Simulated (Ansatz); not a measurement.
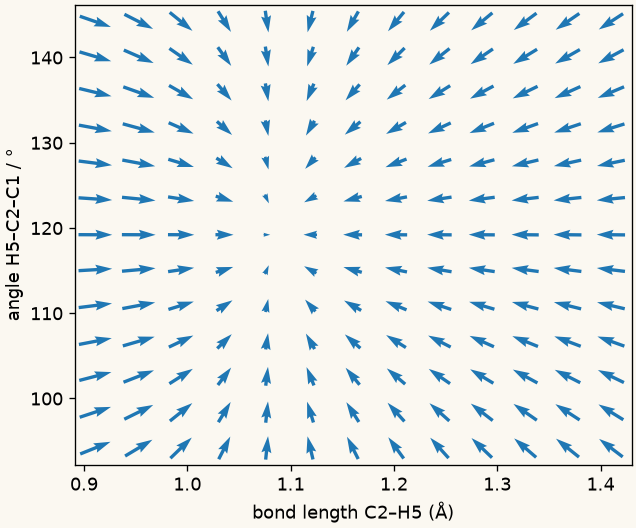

C2H3S, SMILES [CH+]1CS1, charge +1. Coordinates scanned: (1) bond length C2–H5; (2) angle H5–C2–C1. Nothing is relaxed (all other coordinates rigid). Grid: 13 × 13 points. Theory: RKS CAM-B3LYP-D4/def2-TZVP in Ansatz.

The picture shows arrows along the force (downhill), their lengths compressed.

The arrows alone are given. Where is the energy lowest?

Answer. The arrows converge at about bond length C2–H5 = 1.085 Å, angle H5–C2–C1 = 119° (read from the interpolated surface).

The energy map of the same scan:

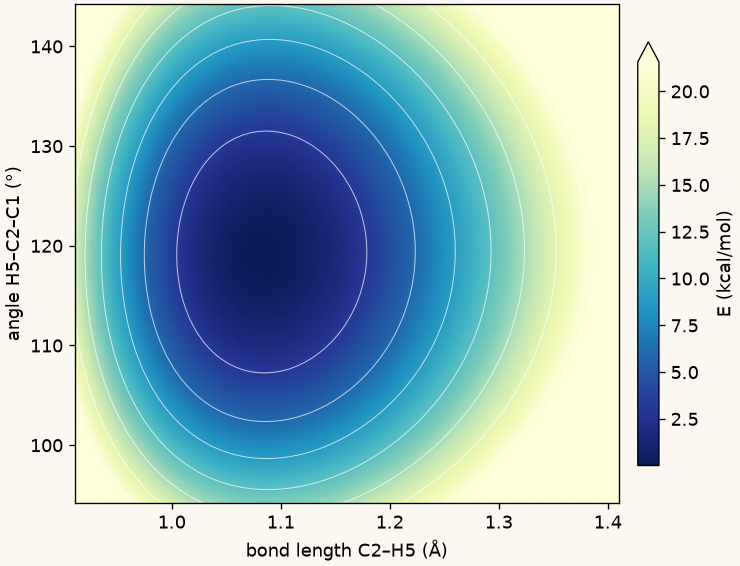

Energies are in kcal/mol, from the relaxed molecule at the same level; between grid points the surface is interpolated.
